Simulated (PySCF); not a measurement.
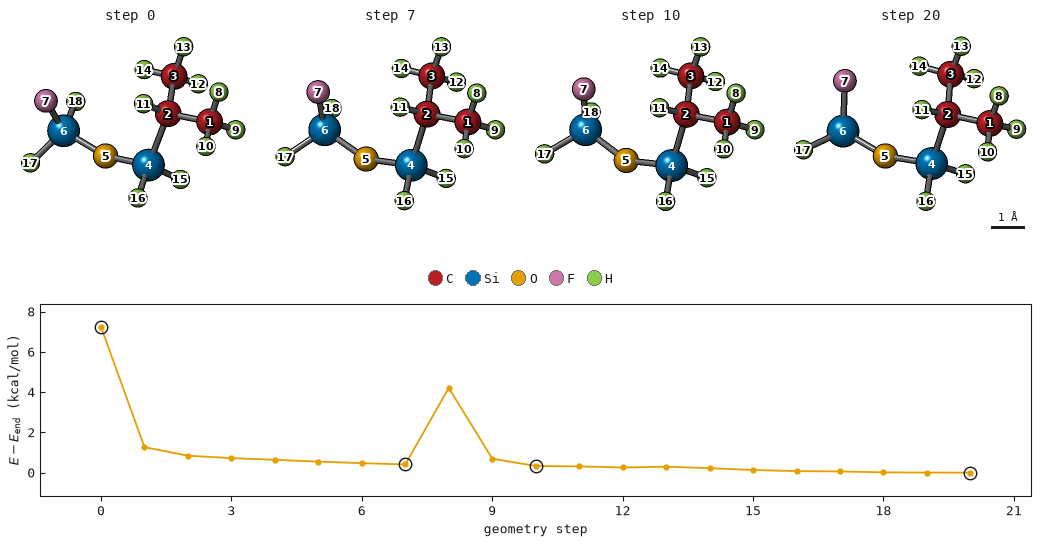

Frames of a relaxation of C$_{3}$H$_{11}$FOSi$_{2}$, marked on the history of the run. A ball-and-stick model, seen at a tilt.

The start comes from GFN2-xTB. Its atoms were then displaced at random by about 0.01 Å.

Level of theory: PBE0-D3(BJ)/def2-SVP geometry optimisation, gas phase in PySCF 2.14.0, density-fitted response routines. 

**What happens along the run?**

Over 20 geometry steps the energy falls by 7.24 kcal/mol. F7 moves most after the best rigid fit: 1.17 Å. Largest moves by element: F 1.17 Å, H 1.14 Å, C 0.19 Å, Si 0.12 Å, O 0.03 Å. Near-neighbour distances that change, for instance: Si4–O5 1.593 → 1.667 Å, C2–Si4 1.931 → 1.882 Å, Si4–H16 1.449 → 1.494 Å, Si6–H17 1.452 → 1.484 Å. Bond angles that change, for instance: H17–Si6–H18 119.3° → 112.8°, H15–Si4–H16 113.2° → 109.2°, O5–Si6–H17 107.3° → 110.1°. Groups turn about O5–Si6 by about 35°. Cost: 4.4 min on 1 thread of Arm Neoverse V1, on a shared host. From step 0 to 7: F7 moves most (0.47 Å), energy −6.83 kcal/mol. From step 7 to 10: F7 moves most (0.21 Å), energy −0.08 kcal/mol. From step 10 to 20: F7 moves most (0.74 Å), energy −0.33 kcal/mol.

```tsv
step	E − E(0), kcal/mol
0	0.00
1	-5.97
2	-6.39
3	-6.51
4	-6.60
5	-6.69
6	-6.76
7	-6.83
8	-3.02
9	-6.54
10	-6.90
11	-6.92
12	-6.98
13	-6.94
14	-7.01
15	-7.10
16	-7.16
17	-7.17
18	-7.22
19	-7.23
20	-7.24
```
